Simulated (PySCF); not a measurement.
# MP2/6-311G(2df,2pd) run of CH3LiO (SMILES [Li][O]C)

Aim: the energy difference between two shapes of CH3LiO at MP2/6-311G(2df,2pd), from 2 runs. 

The results are computed with PySCF 2.14.0.

3 further runs of the same task are left out: 3 set aside as unsound or not needed.

## 1. The structure to begin with

CH3LiO has 6 atoms, charge 0, and is taken as a singlet. As SMILES, `[Li][O]C`. Geometry: relaxed at PBE0-D4/def2-TZVP.

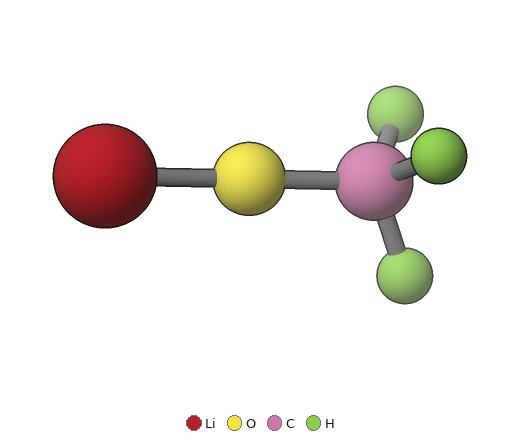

Viewed from a chosen angle; lithium red, oxygen yellow, carbon pink, hydrogen green.

## 2. Energy and gradient at MP2/6-311G(2df,2pd)

input.py

```python
# [Li][O]C
from pyscf import gto, scf, mp

mol = gto.M(
    atom=[
    ('Li', (-1.839400, -1.015400, -1.240600)),
    ('O', (-0.645300, -0.365700, -0.443200)),
    ('C', (0.389500, 0.197500, 0.247700)),
    ('H', (1.028500, -0.554300, 0.746000)),
    ('H', (1.061700, 0.790000, -0.399500)),
    ('H', (0.047100, 0.884000, 1.043500)),
],
    verbose=4,
    max_memory=1860,
    basis='6-311g(2df,2pd)',
    spin=0,
)

mf = scf.RHF(mol)
mf.kernel()

pt = mp.MP2(mf, frozen=2).run()
energy = pt.e_tot
print('E(%s) = %.9f' % ('MP2', energy))
grad = pt.nuc_grad_method().kernel()
```

On the command line:

```bash
$ OMP_NUM_THREADS=1 python input.py
```

Log:

```text
PySCF version 2.14.0

[... 58 lines left out ...]
converged SCF energy = -121.979599766355
[... 1 line left out ...]
******** <class 'pyscf.mp.mp2.RMP2'> ********
nocc = 8, nmo = 130
frozen orbitals 2
E(RMP2) = -122.429246875577  E_corr = -0.449647109221548
E(SCS-RMP2) = -122.428716867688  E_corr = -0.449117101332841
E_corr(same-spin) = -0.104376265076558
E_corr(oppo-spin) = -0.34527084414499
E(MP2) = -122.429246876
--------------- RMP2 gradients ---------------
         x                y                z
0 Li     0.0037112799     0.0020204924     0.0024774694
1 O     0.0022115625     0.0011986199     0.0014788891
2 C    -0.0092097607    -0.0049984132    -0.0061649548
3 H     0.0022052840    -0.0026593094     0.0017268201
4 H     0.0023186104     0.0020526148    -0.0022902183
5 H    -0.0012369761     0.0023859954     0.0027719945
----------------------------------------------
```

Wall time 26 s (1 thread of Arm Neoverse V2, shared host); peak memory 1.8 GiB.

## 3. The distorted shape at the same level

job.py

```python
import pyscf.grad
from pyscf import gto, scf, mp

molecule = gto.M(
    atom=[
    ('Li', (-1.884795, -1.018869, -1.204014)),
    ('O', (-0.871717, -0.370491, -0.422927)),
    ('C', (0.366810, 0.409170, 0.181027)),
    ('H', (1.079352, -0.486089, 0.728783)),
    ('H', (1.156680, 0.701337, -0.247090)),
    ('H', (0.111573, 0.878112, 1.151565)),
],
    max_memory=1860,
    verbose=4,
    basis='6-311g(2df,2pd)',
)

mf = scf.RHF(molecule)
mf.kernel()

pt = mp.MP2(mf, frozen=2).run()
etot = pt.e_tot
print('E = %.10f Eh' % etot)
grad = pt.Gradients().kernel()
```

On the command line:

```bash
$ OMP_NUM_THREADS=1 python job.py
```

Log:

```text
PySCF version 2.14.0

[... 60 lines left out ...]
converged SCF energy = -121.87979790855
[... 1 line left out ...]
******** <class 'pyscf.mp.mp2.RMP2'> ********
nocc = 8, nmo = 130
frozen orbitals 2
E(RMP2) = -122.340757150165  E_corr = -0.460959241615329
E(SCS-RMP2) = -122.340591871584  E_corr = -0.460793963034101
E_corr(same-spin) = -0.106565915658802
E_corr(oppo-spin) = -0.354393325956528
E = -122.3407571502 Eh
--------------- RMP2 gradients ---------------
         x                y                z
0 Li     0.0529894664     0.0336903251     0.0377678680
1 O    -0.1284589690    -0.0899117309    -0.0565167805
2 C     0.1247632661     0.1636886789    -0.1249263695
3 H     0.0400734576    -0.0290236270     0.0211901213
4 H    -0.0948675422    -0.0682913578     0.0988398673
5 H     0.0055003212    -0.0101522883     0.0236452934
----------------------------------------------
```

Run time: 26 s. Hardware: 1 thread of Arm Neoverse V2, shared host; peak memory 1.8 GiB.

## 4. Outcome

At MP2/6-311G(2df,2pd), 2 core orbitals frozen:

```
                                                    quantity          value
                                   first shape: total energy  -122.42925 Eh
           first shape: dipole moment (Hartree–Fock density)         5.36 D
            first shape: HOMO energy (Hartree–Fock orbitals)       -9.36 eV
            first shape: LUMO energy (Hartree–Fock orbitals)        0.04 eV
          first shape: HOMO–LUMO gap (Hartree–Fock orbitals)        9.40 eV
    first shape: correlation energy (2 core orbitals frozen)     -449.6 mEh
                       first shape: largest force on an atom     0.625 eV/Å
                               distorted shape: total energy  -122.34076 Eh
       distorted shape: dipole moment (Hartree–Fock density)         4.22 D
        distorted shape: HOMO energy (Hartree–Fock orbitals)       -9.57 eV
        distorted shape: LUMO energy (Hartree–Fock orbitals)        0.21 eV
      distorted shape: HOMO–LUMO gap (Hartree–Fock orbitals)        9.78 eV
distorted shape: correlation energy (2 core orbitals frozen)     -461.0 mEh
                   distorted shape: largest force on an atom    12.380 eV/Å
                      energy change with the atoms displaced       2.408 eV
```

What this shows: With the atoms displaced the energy rises by 2.41 eV (232 kJ/mol). The first shape isn't relaxed at this level, so the change isn't measured from a minimum. The largest force (first shape) is 0.63 eV/Å: the shape isn't a stationary point for this species at this level. Mulliken charges (first shape) of the mean-field density run from -0.66 on O2 to +0.53 on Li1; they depend strongly on the basis. Mulliken charges (distorted shape) of the mean-field density run from -0.62 on O2 to +0.47 on Li1.
